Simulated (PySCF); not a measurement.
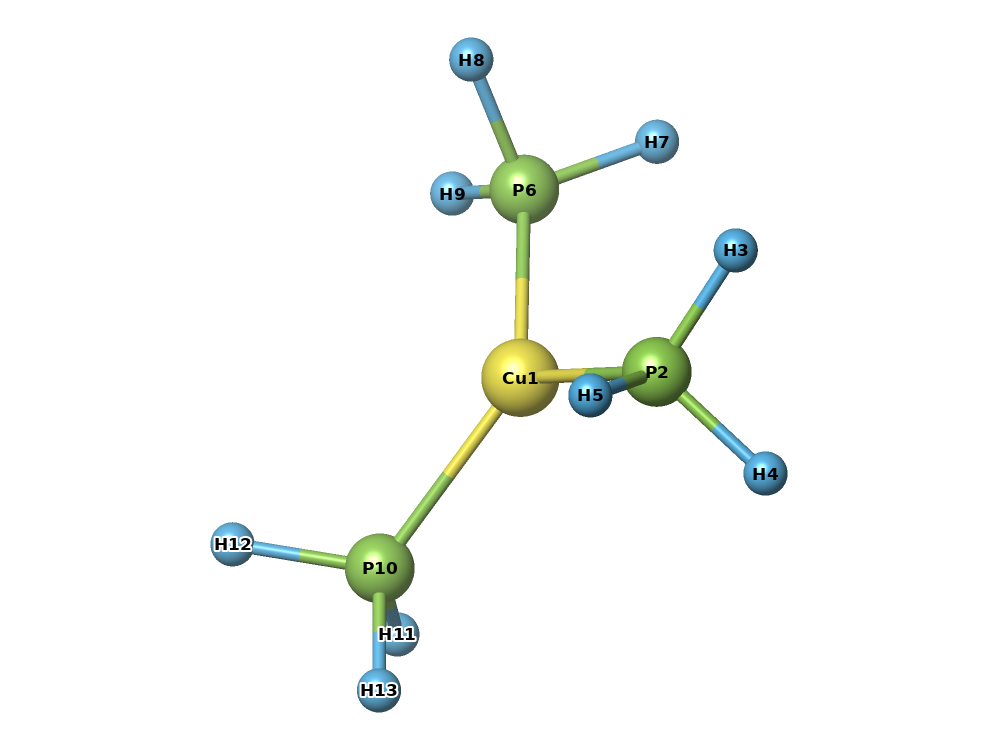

Charge +1, singlet. The geometry was computed by an optimisation with PBE0-D3(BJ)/def2-SVP. No frequency run is at hand to confirm it as a minimum. Properties computed with delta-SCF UKS SCAN, pcX-2 on the ionised atom (unc-x2c-TZVPall on a metal), pcseg-1 elsewhere, spin-free X2C (PySCF 2.14.0).

Give the core-electron binding energies (to vacuum; p and d levels without spin–orbit splitting) of Cu1 2p, P2 1s, P2 2p.

```csv
atom,level,binding energy (eV)
Cu1,2p,949.4
P2,1s,2154.9
P2,2p,141.6
```
